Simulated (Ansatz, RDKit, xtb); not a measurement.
# C4H7NO2Si: ranking a sample of isomers, part 2 of 2

A sample of isomers of C4H7NO2Si is drawn. Aim: find which of them has the lowest free energy at 298.15 K, then its properties. The sample is small against all isomers, and the most stable one of this formula need not be in it.

xtb, Ansatz and PySCF; isolated molecules. Earlier steps stand in the parts before.

## (10) c884a at MP2/def2-TZVPP

Input file input.yaml:

```yaml
crystal:
  periodic: [false, false, false]
  atoms:
    - symbol: C
      position_ang: [-0.399642, -3.716692, -2.092513]
    - symbol: C
      position_ang: [-0.347035, -2.282777, 0.749004]
    - symbol: C
      position_ang: [-1.078742, -0.947888, 0.475975]
    - symbol: C
      position_ang: [-0.220712, -0.128381, -0.508451]
    - symbol: "N"
      position_ang: [-0.955050, -4.458680, -2.812786]
    - symbol: O
      position_ang: [2.043555, -3.115682, -0.761012]
    - symbol: O
      position_ang: [0.306835, -1.010832, -1.512952]
    - symbol: Si
      position_ang: [0.477771, -2.571432, -0.907947]
    - symbol: H
      position_ang: [2.479244, -3.413018, -1.579032]
    - symbol: H
      position_ang: [-1.020083, -3.091205, 1.092178]
    - symbol: H
      position_ang: [0.455480, -2.167423, 1.509634]
    - symbol: H
      position_ang: [-2.062539, -1.157818, 0.004906]
    - symbol: H
      position_ang: [-1.278219, -0.372577, 1.403919]
    - symbol: H
      position_ang: [0.620779, 0.372605, 0.025119]
    - symbol: H
      position_ang: [-0.814433, 0.661047, -1.013543]
basis:
  gaussian:
    orbitals: def2-TZVPP
total_charge: 0
magnetization:
  spin_polarized: false
correlation:
  method: mp2
  frozen_orbitals: {O: 1, H: 0, Si: 5, "N": 1, C: 1}
```

The run is started by

```console
$ ansatz run input.yaml --threads 4 --pin off --max-ram 7830MiB --events-out events.jsonl --progress --plain --runs-dir runs
```

Standard output:

```text
Warning: RAYON_NUM_THREADS=4 ignored (pool sized by the plan → 4); use --threads N
Functional definition: HF
  name "HF"
  exchange = exact_x
  correlation = 0
2158 factors; integrals over basis functions are off by at most 9.6e-4 eV
mean field evaluation 1: about -17650.7580 eV, gradient 5.5e1 eV
mean field evaluation 2: about -17651.2561 eV, gradient 5.6e1 eV
mean field evaluation 4: about -17657.8461 eV, gradient 7.5e0 eV
mean field evaluation 8: about -17658.0227 eV, gradient 5.6e-1 eV
mean field -17658.02385337 eV, -648.9204075728 hartree, gradient 1.6e-6 eV, S^2 0.000000; 0 other end points of the search recorded, 0 dependent functions left out
12 core orbitals not correlated: weight in the atoms' cores, before any rotation towards them, 1.000 or more for the frozen orbitals, at most 0.000 for the correlated occupied ones
reference -17658.02385337 eV, -648.9204075728 hartree; 22, 22 occupied and 323, 323 virtual orbitals, 2158 factors
second order -38.94222845 eV of doubles, -0.00000000 eV of singles
Total energy: -17696.96608181 eV, -650.3515080722 hartree
```

Wall time 17 s (4 threads of Arm Neoverse V1, shared host); peak memory 1.4 GiB.

## (11) c310a at CCSD(T)/def2-SVP

Input file input.yaml:

```yaml
crystal:
  periodic: [false, false, false]
  atoms:
    - {symbol: C, position_ang: [1.504519, -3.809908, 1.283938]}
    - {symbol: C, position_ang: [2.209615, -0.684804, -0.366537]}
    - {symbol: C, position_ang: [1.572695, 0.507487, -0.431887]}
    - {symbol: C, position_ang: [0.075461, 0.471826, -0.624452]}
    - {symbol: N, position_ang: [0.518007, -2.940666, 0.931474]}
    - {symbol: O, position_ang: [2.544173, -3.888316, 0.628663]}
    - {symbol: O, position_ang: [-0.379672, -0.869759, -0.701293]}
    - {symbol: Si, position_ang: [0.892851, -1.986979, -0.544599]}
    - {symbol: H, position_ang: [1.307253, -4.437785, 2.197204]}
    - {symbol: H, position_ang: [-0.330735, -2.859992, 1.497853]}
    - {symbol: H, position_ang: [0.929846, -2.931934, -1.701617]}
    - {symbol: H, position_ang: [3.294907, -0.783891, -0.227199]}
    - {symbol: H, position_ang: [2.074188, 1.488937, -0.349292]}
    - {symbol: H, position_ang: [-0.434501, 1.004136, 0.215332]}
    - {symbol: H, position_ang: [-0.208234, 1.023336, -1.553315]}
basis:
  gaussian:
    orbitals: def2-SVP
correlation:
  method: ccsd_t
  frozen_orbitals: {O: 1, H: 0, Si: 5, "N": 1, C: 1}
```

The run is started by

```console
$ ansatz run input.yaml --threads 4 --pin off --max-ram 7830MiB --events-out events.jsonl --progress --plain --runs-dir runs
```

Standard output, shortened:

```text
Warning: RAYON_NUM_THREADS=4 ignored (pool sized by the plan → 4); use --threads N
[... 2 set-up lines as earlier in the session ...]
[...]
1517 factors; integrals over basis functions are off by at most 1.3e-3 eV
[...]
mean field -17642.47886209 eV, -648.3491396802 hartree, gradient 4.2e-6 eV, S^2 0.000000; 0 other end points of the search recorded, 0 dependent functions left out
12 core orbitals not correlated: weight in the atoms' cores, before any rotation towards them, 1.000 or more for the frozen orbitals, at most 0.000 for the correlated occupied ones
reference -17642.47886209 eV, -648.3491396802 hartree; 22, 22 occupied and 117, 117 virtual orbitals, 1517 factors
second order -31.04407382 eV of doubles, -0.00000000 eV of singles
cycle   1  -31.42559227 eV  change   -3.8e-1 eV  update   1.4e-1
[...]
cycle   9  -32.53220757 eV  change   -5.7e-6 eV  update   4.1e-5
perturbative correction -1.12318253 eV, -0.0412761965 hartree
Total energy: -17676.13425219 eV, -649.5859524540 hartree
```

Run time: 47 s. Hardware: 4 threads of Arm Neoverse V1, shared host; peak memory 1.4 GiB.

## (12) Putting it together

Energies in kcal/mol from c884a; G adds the thermal terms to the CCSD(T)/def2-SVP + MP2/def2-TZVPP - MP2/def2-SVP energy. The columns left of the relaxed level are at the tight-binding geometries.

```
label              SMILES     spin  GFN2-xTB  HF/STO-3G  r2SCAN-D4/def2-SVP  PBE-D3(BJ)/def2-SVP  HF/def2-SVP  MP2/def2-SVP  CCSD(T)/def2-SVP + MP2/def2-TZVPP - MP2/def2-SVP     G  share at equilibrium     T1
c884a   N#C[Si@]1(O)CCCO1  singlet       0.0        0.0                 0.0                  0.0          0.0           0.0                                               0.0   0.0               100.0 %  0.012
c411a     N#C[SiH]1OCCCO1  singlet      -3.2        8.0                20.8                 16.4         12.8          17.4                                              18.9  18.9               < 0.1 %  0.012
c310a  O=CN[Si@@H]1C=CCO1  singlet      -3.0       44.5                15.0                 12.5         20.4          28.3                                              28.7  27.2               < 0.1 %  0.015
```

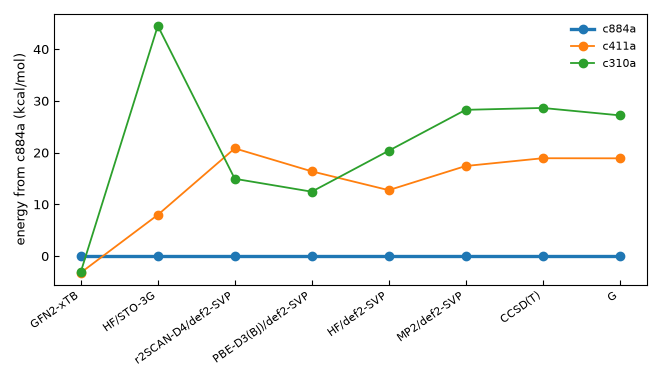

The finalists at each level, measured from c884a.

Lowest found: c884a, `N#C[Si@]1(O)CCCO1`, a singlet. Bond lengths: C2–C3 1.547 Å, C3–C4 1.542 Å, C1–N5 1.174 Å, C4–O7 1.437 Å, C1–Si8 1.867 Å, C2–Si8 1.873 Å, O6–Si8 1.664 Å, O7–Si8 1.682 Å, O6–H9 0.973 Å, C2–H10 1.106 Å, C2–H11 1.112 Å, C3–H12 1.111 Å, C3–H13 1.110 Å, C4–H14 1.115 Å, C4–H15 1.109 Å. Some angles: C2–C3–C4 108.0°, C3–C2–Si8 100.7°, C3–C4–O7 108.9°, N5–C1–Si8 178.4°, C4–O7–Si8 110.8°, C1–Si8–C2 116.7°, C1–Si8–O6 107.3°, C1–Si8–O7 107.0°, C2–Si8–O6 112.7°, C2–Si8–O7 97.5°.

```xyz
15

C    -0.3996   -3.7167   -2.0925
C    -0.3470   -2.2828    0.7490
C    -1.0787   -0.9479    0.4760
C    -0.2207   -0.1284   -0.5085
N    -0.9550   -4.4587   -2.8128
O     2.0436   -3.1157   -0.7610
O     0.3068   -1.0108   -1.5130
Si    0.4778   -2.5714   -0.9079
H     2.4792   -3.4130   -1.5790
H    -1.0201   -3.0912    1.0922
H     0.4555   -2.1674    1.5096
H    -2.0625   -1.1578    0.0049
H    -1.2782   -0.3726    1.4039
H     0.6208    0.3726    0.0251
H    -0.8144    0.6610   -1.0135
```

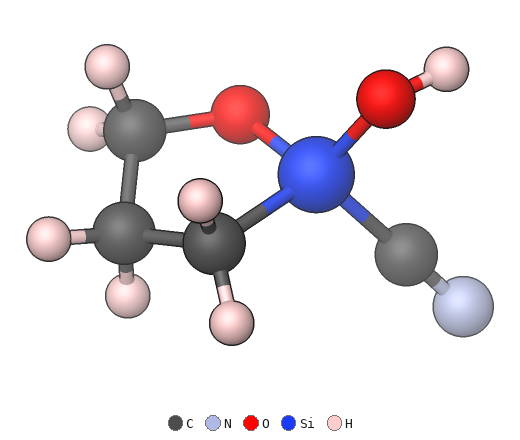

The lowest structure found, seen from a chosen angle (carbon dark grey, nitrogen light blue, oxygen red, silicon blue, hydrogen pink).

## (13) Results

The summary covers parts 1 to 2.

| quantity | value |
| --- | --- |
| lowest structure found | N#C[Si@]1(O)CCCO1, singlet |
| next finalist | N#C[SiH]1OCCCO1, singlet, 18.9 kcal/mol higher in G |
| share at equilibrium, among the finalists | 100.0 % |
| funnel | 34 starts, 31 minima at GFN2-xTB, 10 screening runs, 3 relaxed, 3 ranked |
| CPU time of all runs | 23 min |

What this shows: The search ends on `N#C[Si@]1(O)CCCO1`. Among the finalists first place is clear (18.9 kcal/mol); structures outside the list aren't covered. HF/STO-3G, r2SCAN-D4/def2-SVP, PBE-D3(BJ)/def2-SVP, HF/def2-SVP and MP2/def2-SVP already put its bonding pattern lowest among the structures in one piece; GFN2-xTB favours the singlet N#CC[C@@H]1CO[SiH2]O1 (c928a, not a finalist). The largest share of the time went into the final energies (53 %). One minimum inside the window was never screened. Lowest found is not proven lowest: the search is finite, and each finalist counts with one conformer. Only 14 drawn patterns were tried, so whole families of isomers are missing, and the result ranks this sample alone. The lowest isomer need not be the one that is made and kept in a bottle, which depends on barriers.
